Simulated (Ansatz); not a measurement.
**SVWN5/def2-SVPD run of BHOF2 (SMILES OB(F)F)**

What is the vertical singlet–triplet gap of BHOF2 at SVWN5/def2-SVPD? 

The calculation is run with Ansatz 0.2.0.

63 further runs of the same task are left out: 63 set aside as unsound or not needed.

### 1 The system as given

The species is BHOF2 (5 atoms), meant as a singlet with charge 0. SMILES: `OB(F)F`. Geometry: relaxed at PBE0-D4/def2-TZVP.

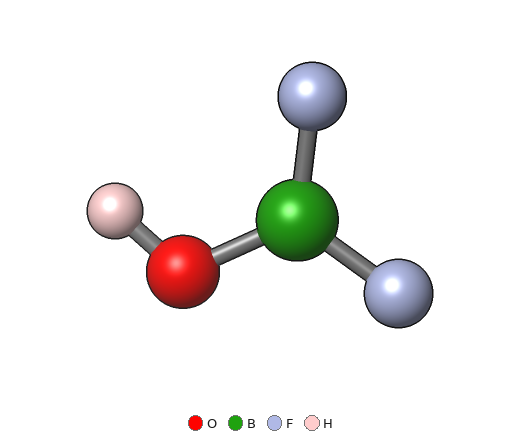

Viewed from a chosen angle; oxygen red, boron green, fluorine light blue, hydrogen pink.

### 2 The energy at SVWN5/def2-SVPD

File in.yaml:

```yaml
crystal:
  periodic: [false, false, false]
  atoms:
    - {symbol: O, position_ang: [0.038630, 1.000750, 0.174310]}
    - {symbol: B, position_ang: [0.105760, -0.342460, 0.137210]}
    - {symbol: F, position_ang: [0.731030, -0.986880, 1.100700]}
    - {symbol: F, position_ang: [-0.439530, -1.051930, -0.843330]}
    - {symbol: H, position_ang: [-0.435890, 1.380520, -0.568880]}
basis:
  gaussian: {orbitals: def2-SVPD}
total_charge: 0
hamiltonian: {xc: {name: SVWN5}}
accuracy: high
output: {orbitals: {seedname: orbitals}}
```

Run with:

```
ansatz run in.yaml --threads 1 --pin off --max-ram 3480MiB --events-out events.jsonl --progress --plain --runs-dir runs
```

Standard output:

```text
Warning: RAYON_NUM_THREADS=1 ignored (pool sized by the plan → 1); use --threads N
Functional definition: SVWN5
  name "SVWN5"
  exchange = slater_x
  correlation = vwn5_c
1902 factors; integrals over basis functions are off by at most 3.2e-9 eV
mean field evaluation 1: about -8110.0616 eV, gradient 6.2e1 eV
mean field evaluation 2: about -8089.8946 eV, gradient 1.2e2 eV
mean field evaluation 4: about -8116.2261 eV, gradient 7.3e0 eV
mean field evaluation 8: about -8116.3022 eV, gradient 2.4e-1 eV
mean field evaluation 16: about -8116.3023 eV, gradient 7.9e-7 eV
mean field -8116.30233164 eV, -298.2686092605 hartree, gradient 2.3e-8 eV, S^2 0.000000; 0 other end points of the search recorded, 0 dependent functions left out
reference -8116.30233502 eV, -298.2686093848 hartree; 16, 16 occupied and 81, 81 virtual orbitals, 1902 factors
Total energy: -8116.30233502 eV, -298.2686093848 hartree
```

Wall time 3.3 s (1 thread of Arm Neoverse V2, shared host); peak memory 0.22 GiB.

### 3 The triplet, same level

File input.yaml:

```yaml
crystal:
  periodic: [false, false, false]
  atoms:
    - symbol: O
      position_ang: [0.038630, 1.000750, 0.174310]
    - symbol: B
      position_ang: [0.105760, -0.342460, 0.137210]
    - symbol: F
      position_ang: [0.731030, -0.986880, 1.100700]
    - symbol: F
      position_ang: [-0.439530, -1.051930, -0.843330]
    - symbol: H
      position_ang: [-0.435890, 1.380520, -0.568880]
basis:
  gaussian:
    orbitals: def2-SVPD
magnetization:
  spin_polarized: true
  initial_magnetization: 2
hamiltonian:
  xc: {name: SVWN5}
output: {orbitals: {seedname: orbitals}}
accuracy: high
```

Run with:

```
ansatz run input.yaml --threads 1 --pin off --max-ram 3480MiB --events-out events.jsonl --progress --plain --runs-dir runs
```

Standard output:

```text
Warning: RAYON_NUM_THREADS=1 ignored (pool sized by the plan → 1); use --threads N
[... 4 set-up lines as earlier in the session ...]
1902 factors; integrals over basis functions are off by at most 3.2e-9 eV
mean field evaluation 1: about -8099.6538 eV, gradient 4.1e1 eV
mean field evaluation 2: about -8056.5473 eV, gradient 1.1e2 eV
mean field evaluation 4: about -8104.5861 eV, gradient 2.2e1 eV
mean field evaluation 8: about -8103.5178 eV, gradient 2.8e1 eV
mean field evaluation 16: about -8107.3302 eV, gradient 4.1e0 eV
mean field evaluation 32: about -8107.4065 eV, gradient 3.0e-8 eV
mean field evaluation 64: about -8107.4048 eV, gradient 3.9e-2 eV
mean field evaluation 96: about -8107.1646 eV, gradient 4.0e0 eV
mean field evaluation 128: about -8107.4024 eV, gradient 1.4e-1 eV
mean field -8107.40647246 eV, -297.9416924656 hartree, gradient 1.6e-8 eV, S^2 2.001623; 10 other end points of the search recorded, 0 dependent functions left out
reference -8107.40647520 eV, -297.9416925662 hartree; 17, 15 occupied and 80, 82 virtual orbitals, 1902 factors
Total energy: -8107.40647520 eV, -297.9416925662 hartree
```

Wall time 18 s (1 thread of Arm Neoverse V2, shared host); peak memory 0.28 GiB.

### 4 Results

At SVWN5/def2-SVPD:

| quantity | value |
| --- | --- |
| singlet: total energy | -298.26861 Eh |
| singlet: HOMO energy | -9.31 eV |
| singlet: LUMO energy | -0.89 eV |
| singlet: HOMO–LUMO gap | 8.41 eV |
| triplet: total energy | -297.94169 Eh |
| triplet: HOMO energy (highest over α and β) | -2.47 eV |
| triplet: ⟨S²⟩ | 2.002 |
| vertical energy of the triplet above the singlet | 8.896 eV |

At this shape the triplet lies 8.90 eV (205 kcal/mol) above the singlet.
